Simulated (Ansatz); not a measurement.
**HOF (hypofluorous acid) at 6 levels**

We compute a comparison of 6 runs (SVWN5/STO-3G, UB3LYP/STO-3G, r2SCAN/STO-3G, r2SCAN0/STO-3G, wB97M-V/STO-3G, CCSD/STO-3G) of HOF (hypofluorous acid). 

The calculation is run with Ansatz 0.2.0.

41 further runs of the same task are left out: 1 that didn't finish, 40 set aside as unsound or not needed.

### Step 1. Starting point

The species is HOF (3 atoms), meant as a singlet with charge 0. SMILES: `OF`. The H3–O1 distance was set to 1.457 Å, away from the relaxed value. At this shape a bond of the SMILES string is far longer than usual.

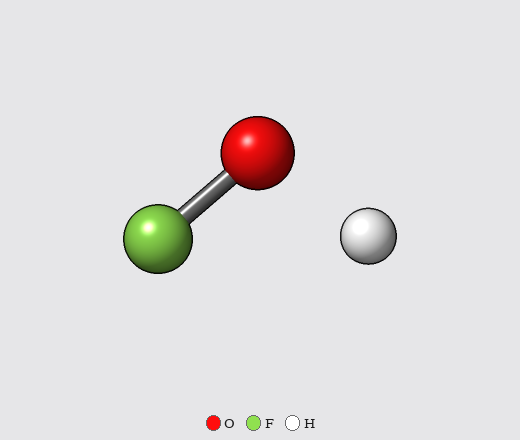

The structure, seen from a chosen angle (oxygen red, fluorine green, hydrogen white).

### Step 2. A single-point energy at SVWN5/STO-3G (run 1)

Contents of input.yaml:

```yaml
crystal:
  periodic: [false, false, false]
  atoms:
    - {symbol: O, position_ang: [0.722855, 0.115935, 0.415187]}
    - {symbol: F, position_ang: [0.096425, 1.333515, 0.201567]}
    - {symbol: H, position_ang: [-0.202430, -0.823300, -0.203980]}
basis:
  gaussian:
    orbitals: STO-3G
hamiltonian:
  xc: {name: SVWN5}
accuracy: high
```

Command:

```bash
$ ansatz run input.yaml --threads 1 --pin off --max-ram 2610MiB --events-out events.jsonl --progress --plain --runs-dir runs
```

The program printed:

```text
Warning: RAYON_NUM_THREADS=1 ignored (pool sized by the plan → 1); use --threads N
Functional definition: SVWN5
  name "SVWN5"
  exchange = slater_x
  correlation = vwn5_c
168 factors; integrals over basis functions are off by at most 4.4e-8 eV
mean field evaluation 1: about -4674.6677 eV, gradient 6.9e0 eV
mean field evaluation 2: about -4674.7046 eV, gradient 7.2e0 eV
mean field evaluation 4: about -4674.8618 eV, gradient 7.3e-1 eV
mean field evaluation 8: about -4674.8040 eV, gradient 3.5e-3 eV
mean field evaluation 16: about -4674.8040 eV, gradient 1.8e-8 eV
mean field -4674.80401680 eV, -171.7958789216 hartree, gradient 1.8e-8 eV, S^2 0.000000; 0 other end points of the search recorded, 0 dependent functions left out
reference -4674.80401775 eV, -171.7958789564 hartree; 9, 9 occupied and 2, 2 virtual orbitals, 168 factors
Total energy: -4674.80401775 eV, -171.7958789564 hartree
```

Wall time 0.26 s (1 thread of Arm Neoverse V2, shared host).

### Step 3. The energy at UB3LYP/STO-3G (run 2)

Contents of run.yaml:

```yaml
crystal:
  periodic: [false, false, false]
  atoms:
    - {symbol: O, position_ang: [0.722855, 0.115935, 0.415187]}
    - {symbol: F, position_ang: [0.096425, 1.333515, 0.201567]}
    - {symbol: H, position_ang: [-0.202430, -0.823300, -0.203980]}
basis:
  gaussian:
    orbitals: STO-3G
magnetization:
  spin_polarized: true
hamiltonian:
  xc: {name: B3LYP}
accuracy: high
```

Command:

```bash
$ ansatz run run.yaml --threads 1 --pin off --max-ram 2610MiB --events-out events.jsonl --progress --plain --runs-dir runs
```

The program printed:

```text
Warning: RAYON_NUM_THREADS=1 ignored (pool sized by the plan → 1); use --threads N
Functional definition: B3LYP
  name "B3LYP"
  parameter a0 = 0.2
  parameter ax = 0.72
  parameter ac = 0.81
  exchange = (1 - a0 - ax)*slater_x + ax*b88_x + a0*exact_x
  correlation = (1 - ac)*vwn_rpa_c + ac*lyp_c
168 factors; integrals over basis functions are off by at most 4.4e-8 eV
mean field evaluation 1: about -4707.2505 eV, gradient 4.5e0 eV
mean field evaluation 2: about -4707.3729 eV, gradient 2.1e0 eV
mean field evaluation 4: about -4707.4239 eV, gradient 4.8e-1 eV
mean field evaluation 8: about -4707.4013 eV, gradient 1.3e-3 eV
mean field evaluation 16: about -4705.8133 eV, gradient 6.0e0 eV
mean field -4707.40129112 eV, -172.9938066576 hartree, gradient 2.3e-8 eV, S^2 0.000000; 1 other end points of the search recorded, 0 dependent functions left out
reference -4707.40130711 eV, -172.9938072450 hartree; 9, 9 occupied and 2, 2 virtual orbitals, 168 factors
Total energy: -4707.40130711 eV, -172.9938072450 hartree
```

It took 0.7 s on 1 thread of Arm Neoverse V2, shared host; peak memory 0.094 GiB.

Runs 3 to 5 aren't shown in full; the table further down has their settings and results.

### Step 4. The energy at CCSD/STO-3G (run 6)

Contents of molecule.yaml:

```yaml
crystal:
  periodic: [false, false, false]
  atoms:
    - {symbol: O, position_ang: [0.722855, 0.115935, 0.415187]}
    - {symbol: F, position_ang: [0.096425, 1.333515, 0.201567]}
    - {symbol: H, position_ang: [-0.202430, -0.823300, -0.203980]}
basis:
  gaussian: {orbitals: STO-3G}
total_charge: 0
correlation: {method: ccsd, frozen_orbitals: {F: 1, H: 0, O: 1}}
accuracy: high
scf: {omitted_lower_state_checks: [cluster_reference, increment]}
```

Command:

```bash
$ ansatz run molecule.yaml --threads 1 --pin off --max-ram 2610MiB --events-out events.jsonl --progress --plain --runs-dir runs
```

The program printed:

```text
Warning: RAYON_NUM_THREADS=1 ignored (pool sized by the plan → 1); use --threads N
[... 11 lines left out ...]
2 core orbitals not correlated: weight in the atoms' cores, before any rotation towards them, 1.000 or more for the frozen orbitals, at most 0.000 for the correlated occupied ones
[... 28 lines left out ...]
Total energy: -4691.35245712 eV, -172.4040228863 hartree
Checks for a lower state left out: cluster_reference, increment
```

Wall time 0.08 s (1 thread of Arm Neoverse V2, shared host).

### Step 5. Overview of the runs

```
run           level  frozen core orbitals  energy (Eh)  wall time
  1    SVWN5/STO-3G                     –  -171.795879     0.26 s
  2   UB3LYP/STO-3G                     –  -172.993807      0.7 s
  3   r2SCAN/STO-3G                     –  -172.956595        1 s
  4  r2SCAN0/STO-3G                     –  -172.933321      1.1 s
  5  wB97M-V/STO-3G                     –  -173.005815      5.4 s
  6     CCSD/STO-3G                     2  -172.404023     0.08 s
```

### Step 6. Outcome

| quantity | value |
| --- | --- |
| run 6: total energy | -172.40402 Eh |
| run 6: correlation energy (2 core orbitals frozen) | -137.6 mEh |
| run 6: T1 diagnostic | 0.016 |

Totals of different functionals can't be ranked against each other. In run 6 the log says that unrestricted orbitals would lower the reference, so the values rest on an unstable closed-shell determinant (other closed-shell runs at this shape may share the fault). In runs 1, 2, 3, 4, 5, 6 the basis is minimal, so the values are rough. All runs together took 8.5 s, the longest 5.4 s.
